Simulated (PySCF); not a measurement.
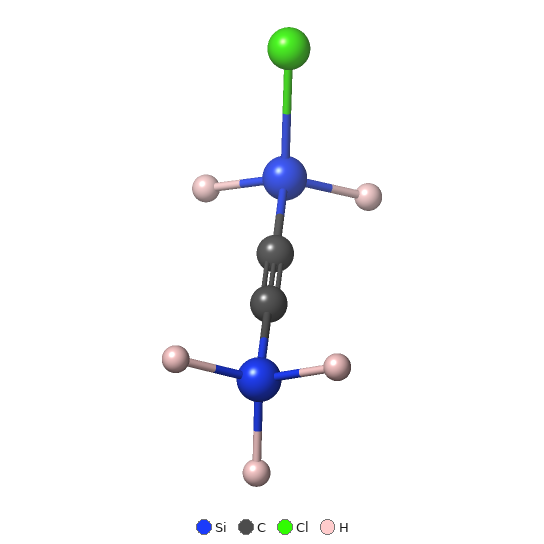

Computed geometry: PBE0-D3(BJ)/def2-SVP optimisation. No frequency run is at hand to confirm it as a minimum. Program: PySCF 2.14.0.

At this fixed geometry, give HOMO energy (eV), HOMO–LUMO gap (eV) at these levels: B97-2/pcSseg-2; BHandHLYP/pcSseg-2; CAM-B3LYP/pcSseg-2; LC-wPBE/pcSseg-2; PBE0/6-311+G(2d,p); PBE0/6-31G; PBE0/6-31G*; PBE0/STO-3G; PBE0/def2-SVP; PBE0/def2-TZVP; WP04/pcSseg-2; ωB97X-D/pcSseg-2.

```tsv
level	HOMO energy (eV)	HOMO–LUMO gap (eV)
B97-2/pcSseg-2	−8.16	6.84
BHandHLYP/pcSseg-2	−9.43	9.16
CAM-B3LYP/pcSseg-2	−9.72	9.53
LC-wPBE/pcSseg-2	−11.14	12.03
PBE0/6-311+G(2d,p)	−8.39	7.05
PBE0/6-31G	−8.29	7.25
PBE0/6-31G*	−8.23	7.13
PBE0/STO-3G	−5.91	9.12
PBE0/def2-SVP	−8.34	7.21
PBE0/def2-TZVP	−8.38	7.10
WP04/pcSseg-2	−9.41	6.28
ωB97X-D/pcSseg-2	−10.25	10.70
```
